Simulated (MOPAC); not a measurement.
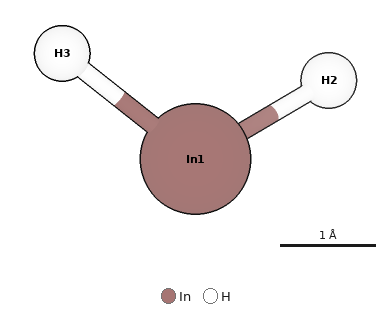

The input geometry (ball-and-stick view, seen at a tilt; atoms are numbered from 1 in the order of the input). Sticks mark near contacts. Bond lengths as drawn: H–In 1.84 Å.

## Single-point calculation, with input and output: InH2

- system: InH2, multiplicity 2, SMILES [InH2]
- method: PM6-DH+, ROHF, dispersion DH+ (MOPAC 23.2.5)

The geometry was optimised with PM6-DH+.

**The input (run.mop)**
```
DOUBLET OPEN(1,1) RHF 1SCF PM6-DH+ AUX(PRECISION=9) THREADS=1
energy of H2In

In     0.393045 1    -0.447660 1     0.153991 1
H      0.653430 1     1.345218 1     0.498557 1
H     -1.177748 1    -0.851266 1    -0.723774 1
```

Launched with:
```bash
mopac run.mop
```

**Output**
```
MOPAC v23.2.5
PM6-DH+ CALCULATION RESULTS

 *  PM6-DH+    - CORRECT DISPERSION AND HYDROGEN BOND TERMS USING PM6-DH+
 *  DOUBLET    - SPIN STATE DEFINED AS A DOUBLET
 *  RHF        - RESTRICTED HARTREE-FOCK CALCULATION
 *  OPEN(M,N)  - THERE ARE 1 ELECTRONS IN 1 LEVELS
 *  1SCF       - DO 1 SCF AND THEN STOP
 *  THREADS=1  - MULTI-THREADING NOT USED
 *  AUX        - OUTPUT AUXILIARY INFORMATION
DOUBLET OPEN(1,1) RHF 1SCF PM6-DH+ AUX(PRECISION=9) THREADS=1
 energy of H2In

   ATOM   CHEMICAL          X               Y               Z
  NUMBER   SYMBOL      (ANGSTROMS)     (ANGSTROMS)     (ANGSTROMS)

     1      In          0.39304500  *  -0.44766000  *   0.15399100  *
     2       H          0.65343000  *   1.34521800  *   0.49855700  *
     3       H         -1.17774800  *  -0.85126600  *  -0.72377400  *

          CARTESIAN COORDINATES

    NO.       ATOM           X           Y           Z

     1        In          0.3930     -0.4477      0.1540
     2         H          0.6534      1.3452      0.4986
     3         H         -1.1777     -0.8513     -0.7238

 "Third-Generation Hydrogen-Bonding Corrections for Semiempirical QM Methods and Force Fields"

           Empirical Formula: H2 In  =     3 atoms

      MOLECULAR POINT GROUP   :   C2v

 DOUBLET STATE CALCULATION

      THERE ARE    2 DOUBLY FILLED LEVELS

      RHF CALCULATION, NO. OF DOUBLY OCCUPIED LEVELS = 2

                       NO. OF SINGLY OCCUPIED LEVELS =    1

          *********************************************
          *                                           *
          *                 WARNING                   *
          *                                           *
          *********************************************

          Dispersion parameters missing for Indium

          *********************************************
          *                                           *
          *              END OF WARNING               *
          *                                           *
          *********************************************

 -------------------------------------------------------------------------------
 DOUBLET OPEN(1,1) RHF 1SCF PM6-DH+ AUX(PRECISION=9) THREADS=1
 energy of H2In

     1SCF WAS SPECIFIED, SO BFGS WAS NOT USED
     SCF FIELD WAS ACHIEVED

                              PM6-DH+ CALCULATION

          FINAL HEAT OF FORMATION =         76.46697 KCAL/MOL =     319.93781 KJ/MOL

          COSMO AREA              =         72.02 SQUARE ANGSTROMS
          COSMO VOLUME            =         54.88 CUBIC ANGSTROMS

          IONIZATION POTENTIAL    =          8.616747 EV          STATE:   1 DOUBLET A1
          HOMO (SOMO) LUMO (EV)   =      -10.703 ( -3.633)  2.663
          NO. OF FILLED LEVELS    =          2
          AND NO. OF OPEN LEVELS  =          1
          MOLECULAR WEIGHT        =        116.8358         POINT GROUP:  C2v

          MOLECULAR DIMENSIONS (Angstroms)

            Atom       Atom       Distance
            H     3    H     2     3.10996
           In     1    H     3     0.99141
            H     3    H     2     0.00000

          SCF CALCULATIONS        =          1

          WALL-CLOCK TIME         =      0.008 SECONDS
          COMPUTATION TIME        =      0.006 SECONDS

   ATOM   CHEMICAL          X               Y               Z
  NUMBER   SYMBOL      (ANGSTROMS)     (ANGSTROMS)     (ANGSTROMS)

     1      In          0.39304500  *  -0.44766000  *   0.15399100  *
     2       H          0.65343000  *   1.34521800  *   0.49855700  *
     3       H         -1.17774800  *  -0.85126600  *  -0.72377400  *

                             CARTESIAN COORDINATES

   1   In        0.393045000    -0.447660000     0.153991000
   2    H        0.653430000     1.345218000     0.498557000
   3    H       -1.177748000    -0.851266000    -0.723774000

           Empirical Formula: H2 In  =     3 atoms

      MOLECULAR POINT GROUP   :   C2v

                  EIGENVALUES
 -12.80002 -10.70283  -3.63322   2.66296   3.19881   3.39249

              NET ATOMIC CHARGES AND DIPOLE CONTRIBUTIONS

  ATOM NO.   TYPE          CHARGE      No. of ELECS.   s-Pop       p-Pop
    1         In           0.047433        2.9526     1.36331     1.58926
    2          H          -0.023716        1.0237     1.02372
    3          H          -0.023717        1.0237     1.02372
 DIPOLE           X         Y         Z       TOTAL
 POINT-CHG.     0.149    -0.158     0.061     0.226
 HYBRID        -0.359     0.380    -0.146     0.543
 SUM           -0.210     0.222    -0.085     0.317

          ATOMIC ORBITAL ELECTRON POPULATIONS

     Atom    s        px        py        pz
    1 In   1.36331   0.61273   0.78731   0.18921
    2  H   1.02372
    3  H   1.02372

 *                    *
 * JOB ENDED NORMALLY *
 *                    *

 TOTAL JOB TIME:             0.02 SECONDS

 == MOPAC DONE ==
```

**Results in brief**

- outcome: converged
- heat of formation: 76.47 kcal/mol
- basis functions: 6
- dipole moment: 0.32 D
- hardware: 1 thread of AMD EPYC (Zen 5), 128 GiB of memory available, shared host
- peak memory: 0.071 GiB

**Remarks**

MOPAC's energies along a path are heats of formation.
